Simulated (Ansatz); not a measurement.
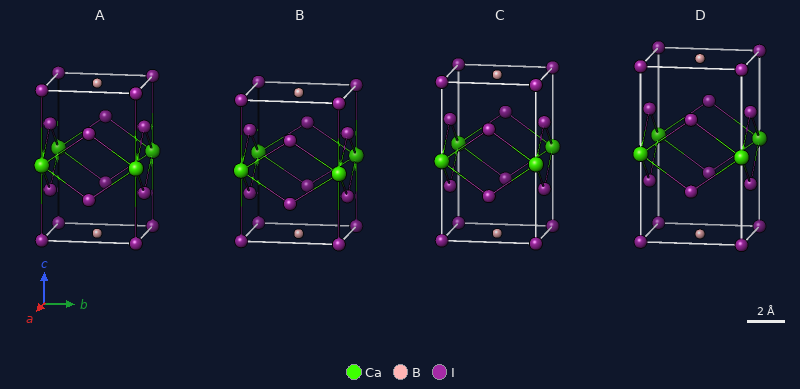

4 geometries from one relaxation of crystalline CaBI$_{5}$ (built on the SiSnPd5-123 type type), in shuffled order. A ball-and-stick model of the cell of the calculation, seen slightly off an axis.

Method: DFT, PBEsol, plane waves, PAW in Ansatz 0.2.0. Settings: plane-wave cutoff 420 eV; k-point mesh 4 × 4 × 2; occupations fermi dirac; smearing width 0.03 eV; no spin polarisation; cell and atoms relaxed; force threshold 0.01 eV/Å; at most 120 steps.

Q: Put them in the order of the run, from the start to the converged end.

A: D, C, A, B. They are steps 0, 2, 3, 7, at +190 meV per atom, +38.6 meV per atom, +15.7 meV per atom relative to the last. Over 6 accepted moves (7 points after the start) the energy falls by 190 meV per atom. The largest force component goes from 0.16 to 0.0067 eV/Å. Pressure: −3.56 GPa at the start and 0.00 GPa at the end. The SCF was repeated once at an unchanged geometry on a basis and grid sized afresh for the cell, which shifted the energy by 0.8 meV per atom at most. The largest moves relative to the cell, 0.15 Å, are those of I atoms. B and Ca stay in place. The drawn cell changes as follows: a = b 5.579 → 5.402 Å (−3.2 %), c 9.720 → 7.814 Å (−19.6 %); the volume changes by −24.6 %. Near-neighbour distances that change, for instance: Ca–I 4.860 → 3.907 Å, I–I 4.002 → 3.457 Å, I–I 3.981 → 3.498 Å, Ca–I 3.427 → 3.218 Å. Bond angles that change, for instance: Ca–I–Ca 109.0° → 114.2°. The space group stays P4/mmm (No. 123).
